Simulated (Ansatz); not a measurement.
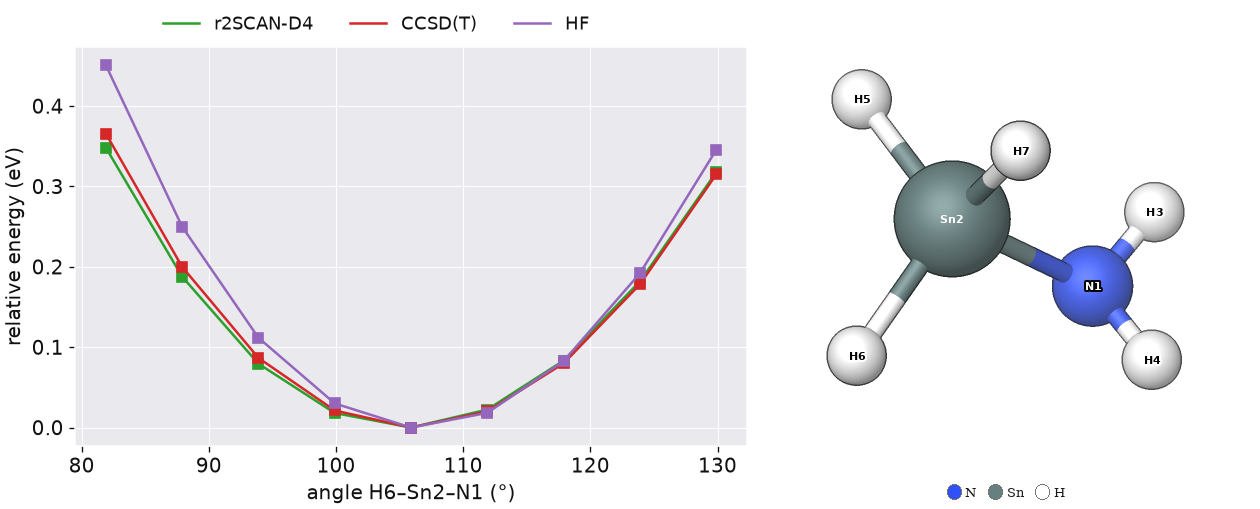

Rigid scan of the bend H6–Sn2–N1 in SnNH₅, SMILES [NH2][SnH3], singlet. The Ansatz code 0.2.0, def2-TZVPP, cores frozen in correlated methods. A bend is scanned from the minimum (PBE0-D4/def2-TZVP); energies less that of the minimum at the same level; the first-named atom and what hangs on it turn in the plane. On heavy atoms the filled d shell below the valence is correlated. Straight lines join the computed points.

How far can the coupled-cluster curve be trusted along the scan?

The calculation's T1 diagnostic reaches at most 0.013 (at 82°), under the customary mark of 0.02, so it gives no sign of multireference character.

Give the values at the computed points.

In eV:
```
angle H6–Sn2–N1 (°)  r2SCAN-D4  CCSD(T)     HF
                 82      0.348    0.366  0.451
                 88      0.188    0.200  0.250
                 94      0.079    0.087  0.112
                100      0.018    0.021  0.030
                106      0.000    0.000  0.000
                112      0.022    0.020  0.018
                118      0.083    0.080  0.083
                124      0.182    0.178  0.192
                130      0.318    0.315  0.346
```

Caveats: spin-orbit coupling is left out, and with Sn it can shift these energies; core potentials past krypton.
